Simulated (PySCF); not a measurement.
## C4H6F2: one change and its effect

System: C4H6F2, SMILES FCC1(F)CC1.
Method of run A: GIAO PBE0/6-31G* NMR shielding, non-relativistic, gas phase (PySCF 2.14.0).

The geometry comes from this level: PBE0-D3(BJ)/def2-SVP. Text and figures count atoms from 1; the logs count them from 0 in places.

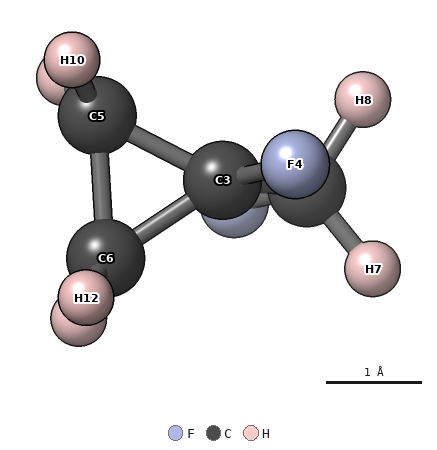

The structure (ball-and-stick view, seen at a tilt; atoms are numbered from 1 in the order of the input).

Input, run A:
```
{"job": {"kind": "nmr", "xc": "PBE0", "basis": "6-31G*", "pop": true}, "charge": 0, "multiplicity": 1}
F      1.380693     1.019369    -1.067181
C      1.355736     0.540565     0.214895
C      0.047503    -0.155268     0.474521
F      0.026556    -0.627458     1.752868
C     -1.230817     0.341131    -0.095986
C     -0.630354    -0.965212    -0.568848
H      2.191212    -0.166694     0.355016
H      1.479743     1.380660     0.919822
H     -1.192321     1.202685    -0.767144
H     -2.105315     0.286483     0.556996
H     -0.180182    -0.999638    -1.564120
H     -1.105427    -1.890027    -0.232552
```

The first line tells a small driver script what to run in PySCF; the rest is the geometry in Å.

Launched with:
```bash
OMP_NUM_THREADS=1 python <driver script> task.json out
```

Hardware: 1 CPU thread, shared host.

Output (run A):
```
coarse grid: 10240 points
cycle   1  E = -355.2436624273  dE =  8.127e-01  |g| = 6.406e-01  |ddm| = 3.111e+00
cycle   2  E = -355.1945188352  dE =  4.914e-02  |g| = 8.576e-01  |ddm| = 1.059e+00
cycle   3  E = -355.3154283707  dE = -1.209e-01  |g| = 6.530e-02  |ddm| = 6.330e-01
cycle   4  E = -355.3162904351  dE = -8.621e-04  |g| = 2.388e-02  |ddm| = 8.041e-02
cycle   5  E = -355.3164267869  dE = -1.364e-04  |g| = 3.585e-03  |ddm| = 2.548e-02
cycle   6  E = -355.3164292505  dE = -2.464e-06  |g| = 1.536e-03  |ddm| = 4.494e-03
final grid: 100272 points
cycle   7  E = -355.2916784046  dE = -2.221e-05  |g| = 9.307e-03  |ddm| = 1.943e-02
cycle   8  E = -355.2916647744  dE =  1.363e-05  |g| = 1.286e-02  |ddm| = 1.826e-02
cycle   9  E = -355.2916974856  dE = -3.271e-05  |g| = 8.972e-04  |ddm| = 1.002e-02
cycle  10  E = -355.2916976453  dE = -1.597e-07  |g| = 1.603e-04  |ddm| = 8.318e-04
cycle  11  E = -355.2916976497  dE = -4.408e-09  |g| = 4.629e-05  |ddm| = 1.490e-04
cycle  12  E = -355.2916976501  dE = -4.411e-10  |g| = 1.294e-05  |ddm| = 5.125e-05
converged SCF energy = -355.2916976501

GIAO shielding tensors (ppm)
atom      isotropic    diamagn.    paramagn.     s11        s22        s33       span
  0 F      440.380     471.990     -31.609    419.533    431.113    470.494     50.961
  1 C      118.613     242.587    -123.974     93.379     97.860    164.599     71.221
  2 C      124.024     240.174    -116.150     78.485     93.498    200.088    121.604
  3 F      413.292     470.160     -56.867    377.104    403.003    459.770     82.666
  4 C      185.304     255.781     -70.477    164.418    180.457    211.037     46.620
  5 C      185.260     255.784     -70.524    164.394    180.502    210.884     46.490
  6 H       27.282      27.706      -0.424     23.977     27.103     30.765      6.788
  7 H       27.281      27.709      -0.428     23.976     27.104     30.762      6.785
  8 H       31.096      30.595       0.500     25.472     28.851     38.965     13.494
  9 H       31.029      30.132       0.897     26.028     27.826     39.233     13.205
 10 H       31.096      30.591       0.506     25.477     28.847     38.965     13.488
 11 H       31.023      30.126       0.897     26.027     27.822     39.220     13.193
```

For run B the input was changed thus:
```diff
-"basis": "6-31G*"
+"basis": "def2-SVP"
```

Predict how the results change.

The total energy of run B is 159.2 kcal/mol higher, which measures the change of basis and not a stability. The HOMO goes from −7.80 to −8.05 eV. The LUMO goes from 2.31 to 1.90 eV. The dipole moment goes from 0.16 to 0.13 D. Of all shieldings, the largest change is that of F1, by +3.7 ppm. The number of SCF iterations is the same. The basis functions go from 96 to 114.

Output (run B):
```
coarse grid: 10240 points
cycle   1  E = -354.9227507202  dE =  7.676e-01  |g| = 6.228e-01  |ddm| = 3.546e+00
cycle   2  E = -354.8721801111  dE =  5.057e-02  |g| = 8.411e-01  |ddm| = 1.298e+00
cycle   3  E = -354.9902560298  dE = -1.181e-01  |g| = 6.005e-02  |ddm| = 7.792e-01
cycle   4  E = -354.9909240298  dE = -6.680e-04  |g| = 2.492e-02  |ddm| = 8.069e-02
cycle   5  E = -354.9910746175  dE = -1.506e-04  |g| = 3.897e-03  |ddm| = 2.953e-02
cycle   6  E = -354.9910776264  dE = -3.009e-06  |g| = 1.463e-03  |ddm| = 5.391e-03
final grid: 100272 points
cycle   7  E = -355.0380130230  dE = -2.274e-05  |g| = 7.989e-03  |ddm| = 2.738e-02
cycle   8  E = -355.0380031959  dE =  9.827e-06  |g| = 1.088e-02  |ddm| = 1.753e-02
cycle   9  E = -355.0380275496  dE = -2.435e-05  |g| = 8.253e-04  |ddm| = 9.813e-03
cycle  10  E = -355.0380276800  dE = -1.304e-07  |g| = 1.375e-04  |ddm| = 9.184e-04
cycle  11  E = -355.0380276832  dE = -3.185e-09  |g| = 4.352e-05  |ddm| = 1.717e-04
cycle  12  E = -355.0380276836  dE = -3.962e-10  |g| = 1.144e-05  |ddm| = 5.434e-05
converged SCF energy = -355.0380276836

GIAO shielding tensors (ppm)
atom      isotropic    diamagn.    paramagn.     s11        s22        s33       span
  0 F      444.047     473.180     -29.133    419.880    437.752    474.510     54.631
  1 C      118.235     241.713    -123.478     91.011     96.859    166.833     75.822
  2 C      121.925     247.890    -125.965     73.836     90.989    200.949    127.114
  3 F      415.887     467.733     -51.846    383.272    401.930    462.460     79.187
  4 C      185.856     254.054     -68.198    163.433    182.804    211.331     47.898
  5 C      185.812     254.074     -68.262    163.409    182.849    211.177     47.768
  6 H       26.911      28.149      -1.239     23.771     26.489     30.472      6.701
  7 H       26.909      28.157      -1.248     23.771     26.489     30.468      6.698
  8 H       30.669      31.753      -1.084     24.784     28.494     38.728     13.944
  9 H       30.570      30.680      -0.110     25.365     27.436     38.910     13.545
 10 H       30.670      31.749      -1.079     24.790     28.491     38.729     13.939
 11 H       30.564      30.674      -0.110     25.364     27.430     38.898     13.533
```

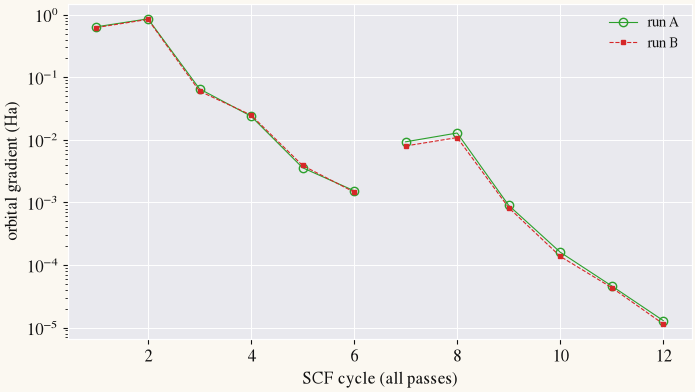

Convergence of the two runs: orbital gradient against the SCF cycle. A break in a curve parts two SCF passes (coarse and final grid). Run A takes 12 cycles in all, and run B takes 12.

The two runs side by side:

| quantity | run A | run B |
| --- | --- | --- |
| outcome | converged | converged |
| total energy (hartree) | −355.291698 | −355.038028 |
| HOMO (eV) | −7.80 | −8.05 |
| LUMO (eV) | 2.31 | 1.90 |
| dipole moment (D) | 0.16 | 0.13 |
| shielding of F1 (ppm) | 440.4 | 444.0 |
| shielding of C3 (ppm) | 124.0 | 121.9 |
| shielding of F4 (ppm) | 413.3 | 415.9 |
| shielding of C5 (ppm) | 185.3 | 185.9 |
| shielding of C6 (ppm) | 185.3 | 185.8 |
| shielding of H10 (ppm) | 31.0 | 30.6 |
| shielding of H12 (ppm) | 31.0 | 30.6 |
| SCF iterations | 12 | 12 |
| basis functions | 96 | 114 |
| wall time (shared host) | 6.2 s | 7.1 s |
